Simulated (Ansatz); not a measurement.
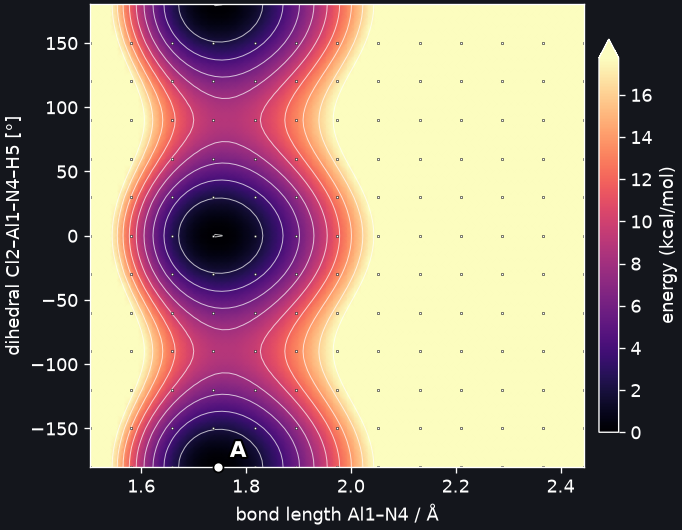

AlCl2(NH2). 
- First axis: bond length Al1–N4. Second axis: dihedral Cl2–Al1–N4–H5.
- Nothing is relaxed (all other coordinates rigid).
- The grid has 13 × 12 points; 52 points were computed and 104 follow by symmetry.
- Energies are in kcal/mol, from the lowest grid point.
- Computed with Ansatz 0.2.0, RKS PBE0-D4/def2-TZVP.

In the figure: a smooth colour map with a few white contour lines, dots at the grid points, one colour for all values above the top of the scale, the well A. Between grid points the surface is interpolated.

### Where is the minimum, and how stiff is the well along each coordinate? Take the well at A.

The interpolated minimum is at bond length Al1–N4 ≈ 1.747 Å, dihedral Cl2–Al1–N4–H5 ≈ −180°. The curvatures there are about 27 eV/Å² and 0.74 eV/rad², with a cross term of about 0 eV/(Å·rad). Round the minimum the two coordinates are nearly uncoupled. (1 eV is 23.1 kcal/mol.)
